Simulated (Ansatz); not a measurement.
**KTaO3: pressure series**

Base system: KTaO₃ in the cubic perovskite structure (space group Pm-3m, No. 221; a = 4.024 Å).

Cell and atoms are relaxed at each pressure.

Method: PBE, PAW, 420 eV (Ansatz, an electronic-structure program; scalar-relativistic without spin-orbit coupling).

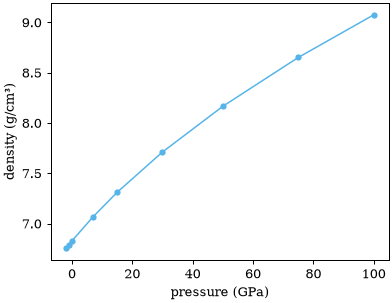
*Density against pressure*

```csv
pressure (GPa),density
-2,6.75 g/cm³
-1,6.79 g/cm³
7,7.07 g/cm³
15,7.31 g/cm³
30,7.71 g/cm³
50,8.17 g/cm³
75,8.65 g/cm³
100,9.08 g/cm³
```

Load acts through the strain it causes; cell and atoms are relaxed under it. Stability against distortions was not tested. No other phases were tried under pressure.
